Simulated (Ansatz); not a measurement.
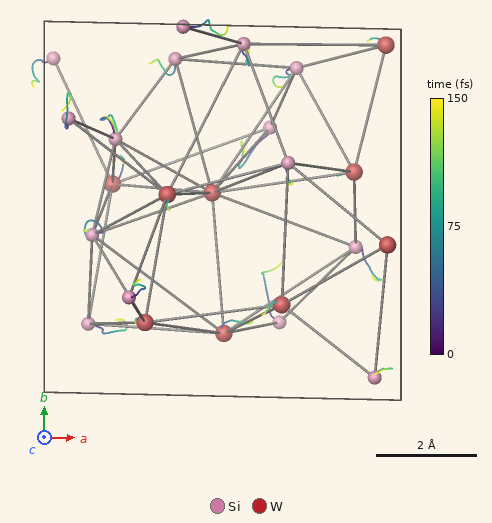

Molecular dynamics of an amorphous cell of composition Si5W3 (24 atoms in the cell), 150 fs long. It starts from the last geometry of an earlier run, with fresh velocities. Lines trace each atom's path, coloured by time; spheres stand at the starting positions. Seen along the c axis in the simulation cell.

Theory: DFT PBE, scalar-relativistic, plane waves, PAW in Ansatz 0.2.0. Settings: plane-wave cutoff 420 eV; k-point mesh 1 × 1 × 1; Fermi-Dirac smearing 0.122 eV; volume 1.05 times that of the relaxed crystal; set temperature 1420 K; time step 3 fs.

The input:
```yaml
crystal:
  lattice:
    - [7.204199, -0.081882, 0.007051]
    - [-0.081882, 7.490234, 0.162359]
    - [0.007051, 0.162359, 7.495186]
  atoms:
    - { symbol: Si, position: [0.7075938963, 0.8894771314, 0.3014159888] }
    - { symbol: Si, position: [0.0683876722, 0.7397370082, 0.8087336763] }
    - { symbol: Si, position: [0.1996399276, 0.6870979158, 0.5051560776] }
    - { symbol: Si, position: [0.1233499862, 0.1873188163, 0.316912317] }
    - { symbol: Si, position: [0.926219668, 0.059247062, 0.8110541694] }
    - { symbol: Si, position: [0.6330134505, 0.7273552097, 0.0555355698] }
    - { symbol: Si, position: [0.3674383953, 0.9066846143, 0.4259743556] }
    - { symbol: Si, position: [0.5591020725, 0.9510906182, 0.6627830701] }
    - { symbol: Si, position: [0.389757066, 0.9938772334, 0.9794893509] }
    - { symbol: Si, position: [0.0257961632, 0.9008826026, 0.0739651121] }
    - { symbol: Si, position: [0.2376664349, 0.2609843161, 0.9998211505] }
    - { symbol: Si, position: [0.6592407363, 0.2028481286, 0.0557405468] }
    - { symbol: Si, position: [0.1346655298, 0.4271720647, 0.4752953898] }
    - { symbol: Si, position: [0.6838397272, 0.6331487536, 0.7747056109] }
    - { symbol: Si, position: [0.8730518523, 0.4105015221, 0.256249874] }
    - { symbol: W, position: [0.1913166194, 0.5654333708, 0.0932834635] }
    - { symbol: W, position: [0.4705979608, 0.5480337355, 0.3721108657] }
    - { symbol: W, position: [0.9578205361, 0.9565573905, 0.4909990839] }
    - { symbol: W, position: [0.3449766776, 0.5406431609, 0.7531405507] }
    - { symbol: W, position: [0.8685443831, 0.6123989816, 0.4732360435] }
    - { symbol: W, position: [0.9622224511, 0.4178767293, 0.851016613] }
    - { symbol: W, position: [0.6660173253, 0.2500673236, 0.6986393067] }
    - { symbol: W, position: [0.2825742971, 0.194034031, 0.7000952427] }
    - { symbol: W, position: [0.5036418812, 0.1694727944, 0.3619790858] }
  symmetry: { detect: false }
basis:
  ecutwfc: 420
  xc_grid: 1
kpoints:
  mp_grid: { grid: [1, 1, 1], shift: [0.25, 0.25, 0.25] }
hamiltonian:
  xc: pbe
scf:
  occupations: { method: fermi_dirac, width: 0.1224 }
  lower_state_search: "off"
  convergence: { dr2_threshold: 1.0e-05 }
output:
  forces: true
  stress: true
md:
  timestep: 3.0
  n_steps: 50
  ensemble: nvt_langevin
  friction: 0.015
  temperature: 1420.0
  initial_velocities: maxwell_boltzmann
  seed: 9308
```

Command:
```bash
ansatz run input.yaml --threads 2 --pin off --max-ram 5120MiB --backend cpu --events-out ev --progress --plain --runs-dir out
```

What do the traces tell about the motion?

Root-mean-square distances from the starting positions over the second half, with the common drift of all atoms taken out: Si 0.70 Å, W 0.36 Å. The run lasts only 150 fs, too short to tell vibration from diffusion. Bond changes: 3 Si–Si bonds form between 57 fs and 141 fs.

Limits of the set-up: the periodic images lie only 7.2 Å apart, so the values are limited by the cell's size.
